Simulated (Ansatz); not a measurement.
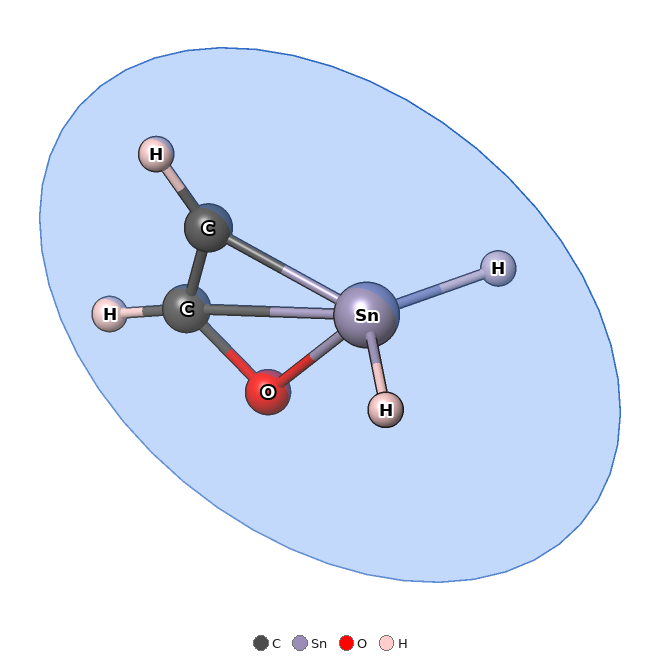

All proper rotation axes (lines) and mirror planes (discs) of the structure are drawn in. Depth is shown by fading: the farther an atom, the more it takes the colour of the background. Computed geometry: PBE0-D4/def2-TZVP optimisation.

Q: Name the symmetry elements and the point group.

A: It has 1 mirror plane. Point group Cs. The group has 2 operations. The geometry is achiral, and symmetry allows a dipole moment.
